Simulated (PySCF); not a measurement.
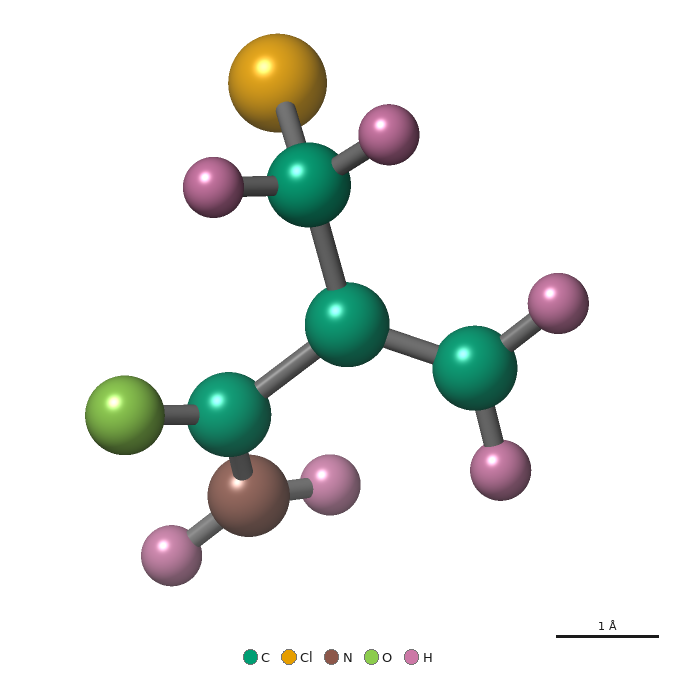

The picture shows a molecular structure as a ball-and-stick model.

The computed structure is the end point of a GFN2-xTB optimisation. No frequency run is at hand to confirm it as a minimum.

Describe the molecule.

The molecule is C4H6ClNO. Its SMILES string is `C=C(CCl)C(N)=O`. It has no ring. Among its groups: amide, alkene, C–Cl bond. The point group is C1. Coordination: 3 C trigonal planar; 1 C tetrahedral; 1 N trigonal planar.

More results for the same structure follow; atom numbers are the same in all pictures, views and colours differ.

### Geometry

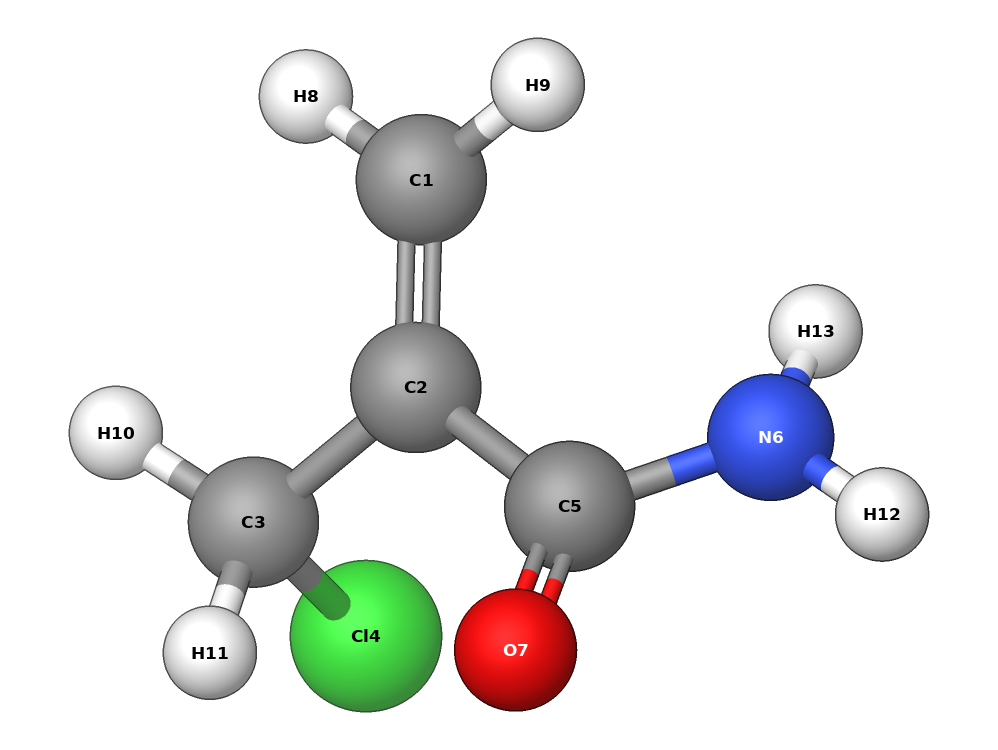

Atoms carry their numbers in the input. No frequency run is at hand to confirm it as a minimum.

What are the angles C1–C2–C3, C1–C2–C5, C2–C1–H8, C2–C1–H9, C2–C3–H11, C2–C5–N6, C2–C5–O7, Cl4–C3–H10, Cl4–C3–H11, C5–N6–H12, C5–N6–H13, N6–C5–O7?

| angle | degrees |
| --- | --- |
| C1–C2–C3 | 123.2 |
| C1–C2–C5 | 122.4 |
| C2–C1–H8 | 121.4 |
| C2–C1–H9 | 122.1 |
| C2–C3–H11 | 110.5 |
| C2–C5–N6 | 114.8 |
| C2–C5–O7 | 122.2 |
| Cl4–C3–H10 | 106.9 |
| Cl4–C3–H11 | 106.7 |
| C5–N6–H12 | 118.5 |
| C5–N6–H13 | 121.6 |
| N6–C5–O7 | 123.0 |

### Dipole moment

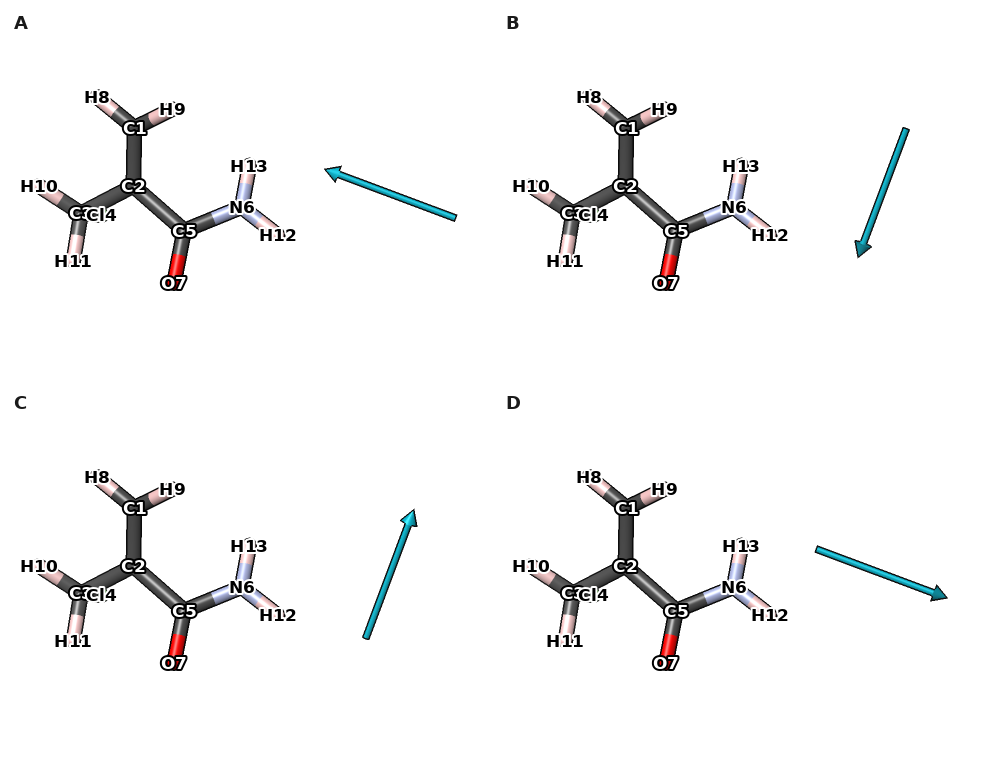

The same molecule four times, each with an arrow. No frequency run is at hand to confirm it as a minimum. Method: PBE0/def2-SVPD, gas phase (PySCF 2.14.0).

Which arrow points along the dipole moment, from the negative to the positive end?

Answer. C. The dipole moment is 3.76 D; it points from the side of H11 to the side of H9 (the outermost atoms at the two ends).

### Polarisability

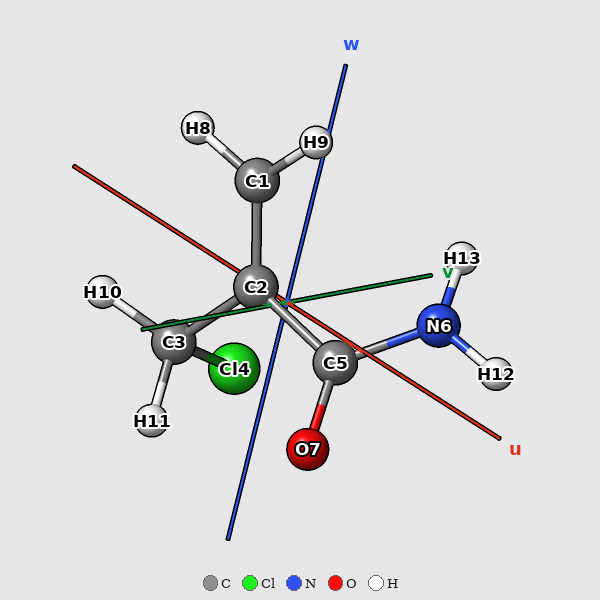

The lines u, v and w are the principal axes of the static dipole polarisability. No frequency run is at hand to confirm it as a minimum. Method: PBE0/def2-SVPD (PySCF 2.14.0).

Along which axis is the molecule most polarisable, and along which least?

Answer. Most along w, least along v.

Give the three principal values.

Answer. u 75.2, v 64.6, w 82.2 bohr³; mean 74.0, anisotropy 15.3 bohr³.

### Excitation

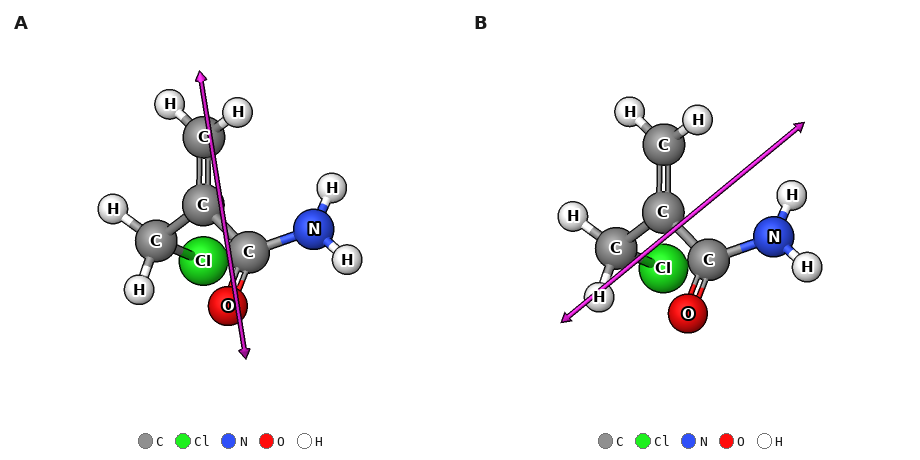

The double arrows show the directions of two transition dipoles from the ground state (lengths mean nothing). No frequency run is at hand to confirm it as a minimum. Properties computed with TDDFT PBE0/def2-SVPD, vertical, gas phase, core orbitals frozen in the response (PySCF 2.14.0).

One belongs to singlet state 2 and one to singlet state 3. Which is which?

Answer. A: state 3, 5.95 eV (208 nm), oscillator strength 0.016, of mixed character, with the largest part HOMO−3 → LUMO (weight 0.40).
B: state 2, 5.87 eV (211 nm), oscillator strength 0.024, mainly HOMO−1 → LUMO (weight 0.90).
